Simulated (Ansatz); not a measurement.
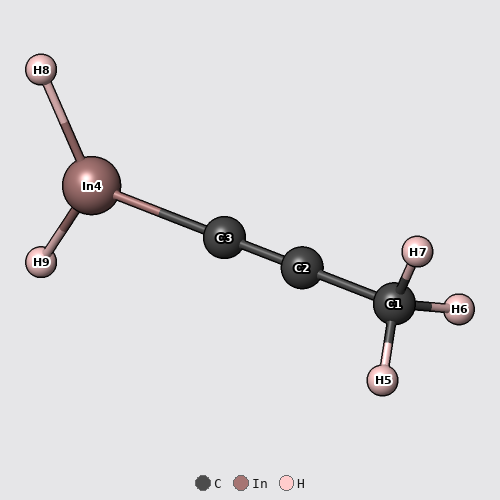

The system is C₃H₅In, SMILES CC#[C][InH2]; the picture shows the reference structure. Coordinates scanned: (1) angle C1–C2–C3 (carried through 180); (2) change of the bonds C2–C1, C2–C3, all alike. Nothing is relaxed (all other coordinates rigid). The scan uses a 13 × 13 grid. Points are written as (first, second). Energies: kcal/mol, counted from the lowest grid point. Theory: Ansatz 0.2.0, RKS PBE-D4/def2-TZVP.

Its coordinates:

```xyz
9

C     1.5652   -0.1831    1.3805
C     0.4806   -0.0549    0.4226
C    -0.4350    0.0529   -0.3847
In   -1.9993    0.2360   -1.7671
H     1.3167    0.3204    2.3277
H     1.7632   -1.2415    1.6109
H     2.4972    0.2589    0.9963
H    -1.6298    0.9406   -3.3001
H    -3.5588   -0.3292   -1.2861
```

Range: angle C1–C2–C3 (carried through 180) from 140.0 to 220.0°; change of the bonds C2–C1, C2–C3, all alike from −0.147 to 0.228 Å.

### Predict the map.

The lowest grid point is at (180.0°, 0.009 Å). No other kind of well shows on this grid. The highest grid point, (220.0°, −0.147 Å), lies 63.2 kcal/mol above the lowest. Round the minimum the two coordinates are nearly uncoupled.

```csv
"second ↓, first →",140.0,146.7,153.3,160.0,166.7,173.3,180.0,186.7,193.3,200.0,206.7,213.3,220.0
0.228,54.7,53.1,51.9,51.0,50.3,49.9,49.8,49.9,50.3,51.0,51.9,53.2,54.8
0.196,44.8,42.9,41.5,40.3,39.6,39.1,38.9,39.1,39.6,40.4,41.5,43.0,44.9
0.165,36.0,33.8,32.1,30.8,29.9,29.3,29.2,29.3,29.9,30.8,32.2,33.9,36.1
0.134,28.2,25.7,23.7,22.2,21.1,20.5,20.3,20.5,21.2,22.2,23.8,25.8,28.3
0.103,21.6,18.8,16.6,14.8,13.6,12.9,12.7,12.9,13.6,14.9,16.6,18.9,21.8
0.071,16.5,13.3,10.8,8.8,7.4,6.6,6.3,6.6,7.4,8.8,10.8,13.4,16.7
0.040,13.4,9.8,7.0,4.8,3.3,2.4,2.1,2.4,3.3,4.9,7.1,10.0,13.6
0.009,12.6,8.7,5.5,3.1,1.4,0.3,0.0,0.4,1.4,3.1,5.6,8.8,12.9
−0.022,14.6,10.2,6.8,4.0,2.1,1.0,0.6,1.0,2.2,4.1,6.8,10.4,14.9
−0.054,20.1,15.3,11.4,8.4,6.3,5.1,4.6,5.1,6.3,8.5,11.5,15.4,20.4
−0.085,29.4,24.1,19.9,16.6,14.2,12.9,12.4,12.9,14.3,16.6,20.0,24.3,29.7
−0.116,43.4,37.5,32.9,29.3,26.8,25.3,24.8,25.3,26.8,29.4,33.0,37.8,43.7
−0.147,62.8,56.4,51.4,47.5,44.7,43.1,42.5,43.1,44.7,47.5,51.5,56.7,63.2
```

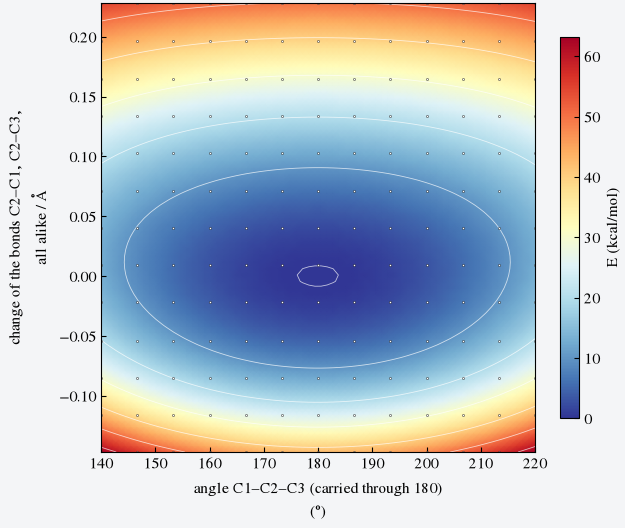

In the figure: a smooth colour map with a few white contour lines, dots at the grid points. Between grid points the surface is interpolated.

Time for the 169 points that were run: 9.3 min on 1 thread of Intel(R) Xeon(R) 6975P-C (Granite Rapids), with other jobs on the host.
